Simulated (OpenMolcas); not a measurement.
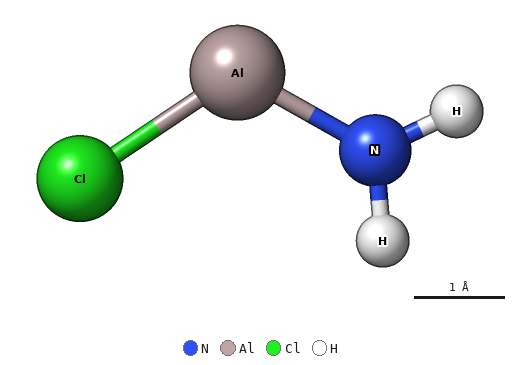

Figure 1. The structure as given in the input (ball-and-stick view, seen at a tilt). Sticks mark near contacts.

AlNH₂Cl: single-point calculation (part 1 of 3)

- system: AlNH₂Cl, multiplicity 2, SMILES [NH2][Al][Cl]
- method: CASSCF/ANO-RCC-VDZP, DKH2 (OpenMolcas 26.06)

The geometry comes from this level: PBE0-D4/def2-TZVP.

## Input
```
>>> EXPORT MOLCAS_PRINT=2
&GATEWAY
COORD = coord.xyz
BASIS = ANO-RCC-MB
GROUP = NoSym
&SEWARD
&RASSCF
FILEORB = $CurrDir/step1.RasOrb
ALTER = 2
1 17 19
1 21 22
SPIN = 2
NACTEL = 3 0 0
INACTIVE = 18
RAS2 = 3
ORBLISTING = Nothing
>>> COPY $Project.RunFile RUNFIL1
>>> COPY $Project.RasOrb INPORB
&GATEWAY
COORD = coord.xyz
BASIS = ANO-RCC-VDZP
GROUP = NoSym
&SEWARD
>>> COPY $Project.RunFile RUNFIL2
&EXPBAS
&RASSCF
FILEORB = $Project.ExpOrb
SPIN = 2
NACTEL = 3 0 0
INACTIVE = 18
RAS2 = 3
ORBLISTING = Nothing
ORBAPPEAR = Compact
```

## File coord.xyz
```
5

N     -0.549400     0.461700    -0.232000
Al     0.402600    -0.291600     1.049100
Cl     1.907000    -1.649700     0.440800
H     -1.293600     1.123300    -0.083500
H     -0.416600     0.282700    -1.215900
```

Launched with:
```bash
export MOLCAS_MEM=1860
pymolcas step2.inp > step2.log
```

## What the program printed
```
--- Start Module: gateway ---

                                              &GATEWAY

                       available to each process: 1.9 GB of memory, 1 thread

++    Symmetry information:
      ---------------------

                    Character Table for C1

                             E
                    a        1  x, y, xy, Rz, z, xz, Ry, yz, Rx, I
--

++    Basis set information:
      ----------------------

      Basis set label: N.ANO-RCC...2S1P.

      Electronic valence basis set:
      ------------------
      Associated Effective Charge   7.000000 au
      Associated Actual Charge      7.000000 au
      Nuclear Model: Point charge

      Shell  nPrim  nBasis  Cartesian Spherical Contaminant
         s      14       2        X
         p       9       1        X

      Basis set label: AL.ANO-RCC...3S2P.

      Electronic valence basis set:
      ------------------
      Associated Effective Charge  13.000000 au
      Associated Actual Charge     13.000000 au
      Nuclear Model: Point charge

      Shell  nPrim  nBasis  Cartesian Spherical Contaminant
         s      17       3        X
         p      12       2        X

      Basis set label: CL.ANO-RCC...3S2P.

      Electronic valence basis set:
      ------------------
      Associated Effective Charge  17.000000 au
      Associated Actual Charge     17.000000 au
      Nuclear Model: Point charge

      Shell  nPrim  nBasis  Cartesian Spherical Contaminant
         s      17       3        X
         p      12       2        X

      Basis set label: H.ANO-RCC...1S.

      Electronic valence basis set:
      ------------------
      Associated Effective Charge   1.000000 au
      Associated Actual Charge      1.000000 au
      Nuclear Model: Point charge

      Shell  nPrim  nBasis  Cartesian Spherical Contaminant
         s       8       1        X
--

++    Molecular structure info:
      -------------------------

                    ************************************************
                    **** Cartesian Coordinates / bohr, angstrom ****
                    ************************************************

     Center  Label                x              y              z                     x              y              z
        1      N1              -1.038216       0.872487      -0.438416             -0.549400       0.461700      -0.232000
        2      AL2              0.760804      -0.551044       1.982512              0.402600      -0.291600       1.049100
        3      CL3              3.603708      -3.117481       0.832991              1.907000      -1.649700       0.440800
        4      H4              -2.444550       2.122729      -0.157792             -1.293600       1.123300      -0.083500
        5      H5              -0.787260       0.534226      -2.297718             -0.416600       0.282700      -1.215900

                    ***************************************
                    *    InterNuclear Distances / bohr    *
                    ***************************************

               1 N1            2 AL2           3 CL3           4 H4            5 H5
    1 N1       0.000000
    2 AL2      3.335237        0.000000
    3 CL3      6.251702        3.998762        0.000000
    4 H4       1.902533        4.690869        8.063676        0.000000
    5 H5       1.906411        4.679175        6.512826        3.138349        0.000000

                    *******************************************
                    *    InterNuclear Distances / angstrom    *
                    *******************************************

               1 N1            2 AL2           3 CL3           4 H4            5 H5
    1 N1       0.000000
    2 AL2      1.764931        0.000000
    3 CL3      3.308258        2.116054        0.000000
    4 H4       1.006777        2.482301        4.267114        0.000000
    5 H5       1.008829        2.476113        3.446439        1.660743        0.000000

                    **************************************
                    *    Valence Bond Angles / degree    *
                    **************************************
                          Atom centers                 Phi
                      4 H4       1 N1       5 H5       110.96
--

            Nuclear Potential Energy            119.52416931 au

--- Stop Module: gateway /rc=_RC_ALL_IS_WELL_ ---

--- Start Module: seward ---

                                              &SEWARD

                       available to each process: 1.9 GB of memory, 1 thread

               SEWARD will generate:
                  Multipole Moment integrals up to order  2
                  Kinetic Energy integrals
                  Nuclear Attraction integrals (point charge)
                  One-Electron Hamiltonian integrals
                  Velocity integrals
                  Relativistic Douglas-Kroll-Hess integrals:
                    - Parametrization         : EXP
                    - DKH order of Hamiltonian: 2
                    - DKH order of Properties : 0
                         - multipole moment operators
                         - electric potential operators
                         - contact operators
                  Orbital angular momentum around (  1.6513  -1.3978   0.9492 )
                  Velocity quadrupole around (  1.6513  -1.3978   0.9492 )
                  Atomic mean-field integrals
                  Two-Electron Repulsion integrals

                   Integrals are discarded if absolute value <: 1.00E-14
                   Integral cutoff threshold is set to       <: 1.00E-16

            Nuclear Potential Energy            119.52416931 au

      Basis set specifications :
      Symmetry species         a
      Basis functions           25

--- Stop Module: seward /rc=_RC_ALL_IS_WELL_ ---

--- Start Module: rasscf ---

                                              &RASSCF

                       available to each process: 1.9 GB of memory, 1 thread

      Header of the ONEINT file:
      --------------------------

      OrdInt status: non-squared

      Cartesian coordinates in angstrom:
      -----------------------------------------------------
      No.  Label        X            Y            Z
      -----------------------------------------------------
       1   N1        -0.54940000   0.46170000  -0.23200000
       2   AL2        0.40260000  -0.29160000   1.04910000
       3   CL3        1.90700000  -1.64970000   0.44080000
       4   H4        -1.29360000   1.12330000  -0.08350000
       5   H5        -0.41660000   0.28270000  -1.21590000
      -----------------------------------------------------
      Nuclear repulsion energy =  119.52416931

++    Wave function specifications:
      -----------------------------

      Number of closed shell electrons          36
      Number of electrons in active shells       3
      Max number of holes in RAS1 space          0
      Max nr of electrons in RAS3 space          0
      Number of inactive orbitals               18
      Number of active orbitals                  3
      Number of secondary orbitals               4
      Spin quantum number                      0.5
      State symmetry                             1
--

++    Orbital specifications:
      -----------------------

      Symmetry species                           1
                                                 a
      Frozen orbitals                            0
      Inactive orbitals                         18
      Active orbitals                            3
      RAS1 orbitals                              0
      RAS2 orbitals                              3
      RAS3 orbitals                              0
      Secondary orbitals                         4
      Deleted orbitals                           0
      Number of basis functions                 25
--

++    CI expansion specifications:
      ----------------------------

      Number of CSFs                             8
      Number of determinants                     9
      Number of root(s) required                 1
      Root chosen for geometry opt.              1
      CI root used                               1

      highest root included in the CI            1
      max. size of the explicit Hamiltonian      8
--

++    Optimization specifications:
      ----------------------------

      RASSCF algorithm: Conventional
      Maximum number of macro iterations       200
      Maximum number of SX iterations          100
      Threshold for RASSCF energy            1.000E-08
      Threshold for max MO rotation          1.000E-01
      Threshold for max BLB element          1.000E-04
      Level shift parameter                  5.000E-01
      Make Quasi-Newton update
--

      The MO-coefficients are taken from the file:
      step1.RasOrb
      Title: RASSCF canonical orbitals for CASPT2

      Total molecular charge    0.00

      Molecular orbitals exchanged:
        In symmetry  1 :  17  19
        In symmetry  1 :  21  22

      ************************************************************************************************************************
      *                                            Wave function control section                                             *
      ************************************************************************************************************************

                                         RASSCF iterations: Energy and convergence statistics
                                         ----------------------------------------------------

          iter iter root      energy       change     param      element    value   shift minimum  type update hh:mm:ss
 Nr of preliminary CI iterations:   1
        1   1    6    1  -758.86611426    0.00E+00   1.33E-01*  19  22 1 -1.64E-04*  0.25   0.00    SX    NO    0:00:00
        2   1    5    1  -758.86614245   -2.82E-05* -6.16E-02   13  21 1  1.13E-04*  0.25   0.00    SX    NO    0:00:00
        3   1    5    1  -758.86614851   -6.06E-06* -3.65E-02   13  21 1  6.05E-05   0.25   0.00    SX    NO    0:00:00
        4   1    5    1  -758.86615072   -2.20E-06*  2.64E-02   13  21 1  3.40E-05   0.25   0.00    SX    NO    0:00:00
        5   1    5    1  -758.86615209   -1.37E-06*  1.64E-01*  13  21 1  2.20E-05   0.25   2.50    QN   YES    0:00:00
        6   1    6    1  -758.86616159   -9.50E-06*  4.11E-01*  16  19 1  9.64E-05   0.25   2.50    QN   YES    0:00:00
        7   1    7    1  -758.86616080    7.91E-07*  1.35E-01*  13  21 1 -4.06E-04*  0.25   0.53    SX   YES    0:00:00
        8   1    7    1  -758.86644885   -2.88E-04*  1.27E-01*  16  19 1  7.85E-04*  0.25   2.50    LS   YES    0:00:00
        9   1    7    1  -758.86698215   -5.33E-04*  1.23E-01*  16  19 1  1.37E-03*  0.25   2.50    LS   YES    0:00:00
       10   1    7    1  -758.86769021   -7.08E-04*  3.91E-01*  16  19 1  1.80E-03*  0.24   2.50    QN   YES    0:00:00
       11   1    7    1  -758.86768529    4.92E-06*  8.86E-02   17  21 1  1.74E-03*  0.24   0.48    QN   YES    0:00:00
       12   1    8    1  -758.86814539   -4.60E-04* -1.51E-01*  13  21 1 -3.36E-03*  0.23   2.30    SX   YES    0:00:00
       13   1    8    1  -758.86887993   -7.35E-04* -2.69E-01*  13  21 1 -2.65E-03*  0.23   2.48    QN   YES    0:00:00
       14   1    7    1  -758.86980344   -9.24E-04* -9.30E-02   16  21 1 -1.85E-03*  0.23   1.44    LS   YES    0:00:00
       15   1    8    1  -758.86992237   -1.19E-04*  7.86E-02   16  21 1 -2.65E-03*  0.23   1.44    QN   YES    0:00:00
       16   1    8    1  -758.86990847    1.39E-05* -6.62E-02   16  21 1 -2.30E-03*  0.24   0.43    SX   YES    0:00:00
       17   1    7    1  -758.87015934   -2.51E-04* -7.93E-02   16  21 1 -1.78E-03*  0.24   2.50    LS   YES    0:00:00
       18   1    7    1  -758.87031472   -1.55E-04* -6.37E-02   19  22 1  1.69E-03*  0.25   1.37    QN   YES    0:00:00
       19   1    7    1  -758.87042904   -1.14E-04* -7.49E-02   19  22 1  1.75E-03*  0.25   2.50    LS   YES    0:00:00
       20   1    7    1  -758.87049886   -6.98E-05*  7.32E-02   19  22 1  1.84E-03*  0.25   1.45    QN   YES    0:00:00
       21   1    7    1  -758.87055945   -6.06E-05* -4.34E-02   19  22 1  1.45E-03*  0.25   1.32    QN   YES    0:00:00
       22   1    7    1  -758.87058187   -2.24E-05* -1.73E-02   20  22 1 -4.64E-04*  0.25   0.85    QN   YES    0:00:00
       23   1    6    1  -758.87058716   -5.30E-06* -5.39E-03   20  22 1 -3.34E-04*  0.25   1.38    QN   YES    0:00:00
       24   1    6    1  -758.87058870   -1.54E-06*  2.53E-03   20  22 1 -1.73E-04*  0.25   1.42    QN   YES    0:00:00
       25   1    6    1  -758.87058907   -3.62E-07*  9.69E-04   18  21 1 -6.17E-05   0.25   1.26    QN   YES    0:00:00
       26   1    6    1  -758.87058913   -6.28E-08* -4.98E-04   15  22 1 -3.93E-05   0.25   1.53    QN   YES    0:00:00
       27   1    5    1  -758.87058915   -2.36E-08* -2.18E-04   17  23 1 -1.83E-05   0.25   1.39    QN   YES    0:00:00
       28   1    5    1  -758.87058916   -7.45E-09  -3.00E-04   19  23 1 -1.27E-05   0.25   1.66    QN   YES    0:00:00
      Convergence after 28 iterations
       29   1    5    1  -758.87058917   -5.23E-09  -3.00E-04   17  21 1 -1.49E-05   0.25   1.66    QN   YES    0:00:00

      ************************************************************************************************************************
                                                      Wave function printout:
                       occupation of active orbitals, and spin coupling of open shells (u,d: Spin up or down)
      ************************************************************************************************************************

      Note: transformation to natural orbitals
      has been made, which may change the order of the CSFs.

      printout of CI-coefficients larger than  0.05 for root  1
      energy=    -758.870589
      conf/sym  111     Coeff  Weight
             1  2u0   0.99762 0.99525
             8  0u2   0.05565 0.00310

      Natural orbitals and occupation numbers for root  1
      sym 1:   1.991088   1.000763   0.008149

      ************************************************************************************************************************
      *                                                    Final results                                                     *
      ************************************************************************************************************************

++    Final optimization conditions:
      ------------------------------

      Average CI energy                            -758.87058917
      RASSCF energy for state  1                   -758.87058917
      Super-CI energy                                -0.00000001
      RASSCF energy change                           -0.00000001
      Max change in MO coefficients              -1.747E-04
      Max non-diagonal density matrix element    -3.004E-04
      Maximum BLB matrix element                 -1.493E-05
      (orbital pair  17,  21 in symmetry   1)
      Norm of electronic gradient            3.063E-05
--

      Final state energy(ies):
      ------------------------

::    RASSCF root number  1 Total energy:   -758.87058917
      Von Neumann Entropy (Root   1) =  0.53859

      Mulliken population analysis for root number:  1
      -----------------------------------------------

++    Molecular charges:
      ------------------

      Mulliken charges per centre
      ---------------------------

                N1      AL2     CL3     H4      H5
      Total    7.8299 12.1037 17.4982  0.7861  0.7820

      N-E     -0.8299  0.8963 -0.4982  0.2139  0.2180

      Total electronic charge=   39.000000

      Total            charge=   -0.000000
--

      Expectation values of various properties for root number:  1
      -----------------------------------------------------------

++    Molecular properties:
      ---------------------

      Charge (e):
                      =   -0.0000
      Dipole Moment (debye):
      Origin of the operator (angstrom)=    0.8738   -0.7397    0.5023
                   X= -2.6697E+00               Y=  2.3743E+00               Z=  5.2685E-01           Total=  3.6114E+00
      Quadrupole Moment (debye*angstrom):
      Origin of the operator (angstrom)=    0.8738   -0.7397    0.5023
                  XX= -3.3911E+01              XY=  1.6457E+00              XZ=  1.2859E-01              YY= -3.3498E+01
                  YZ= -1.2757E-01              ZZ= -3.2275E+01
      In traceless form (debye*angstrom)
                  XX= -1.0245E+00              XY=  2.4686E+00              XZ=  1.9288E-01              YY= -4.0544E-01
                  YZ= -1.9136E-01              ZZ=  1.4300E+00
--

      Mulliken spin population analysis for root number:  1
      ---------------------------------------------------

++    Molecular charges:
      ------------------

      Mulliken spin population per centre
      ---------------------------

                N1      AL2     CL3     H4      H5
      Total    0.0282  0.8877  0.0734 -0.0006  0.0114

      Total electronic spin=    1.000000
--

      LoProp population analysis for root number:  1
      -----------------------------------------------

++    LoProp analysis:
      ----------------

++    Static properties:
      ------------------

      LoProp Charges per center
```
